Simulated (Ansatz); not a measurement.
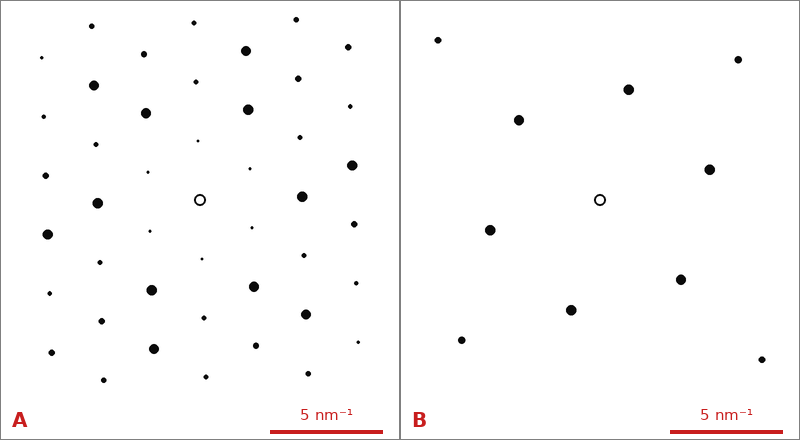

Kinematic electron diffraction patterns (300 kV, B = 0.5 Å², same scale, each along a low-index zone) of two structures of composition SbMo, each relaxed at zero pressure with DFT PBE, scalar-relativistic, plane waves, PAW (Ansatz 0.2.0).

The structures (standard cells):
1. P2_13 (No. 198), a = 5.324 Å, 8 atoms; generated start, possibly hypothetical
2. Fm-3m (No. 225), a = 5.522 Å, 8 atoms; generated start, possibly hypothetical

Q: Which pattern belongs to which structure, and along which zone?

A: A is structure 1 along [111] or an equivalent direction: hexagonal net of -1 1 0 (weak) at d = 3.76 Å and -1 0 1 (weak) at d = 3.76 Å, 60.0° apart. B is structure 2 along [111] or an equivalent direction: hexagonal net of -2 2 0 at d = 1.95 Å and -2 0 2 at d = 1.95 Å, 60.0° apart.

Q: Which structure lies lowest at this level of theory, and by how much?

A: Structure 1 (P2_13, 18.87 Å³ an atom) is the lowest of these; structure 2 (Fm-3m, 21.04 Å³ an atom) lies about 600 meV an atom higher. These are static energies at 0 K; other structures, not shown, may lie lower still.
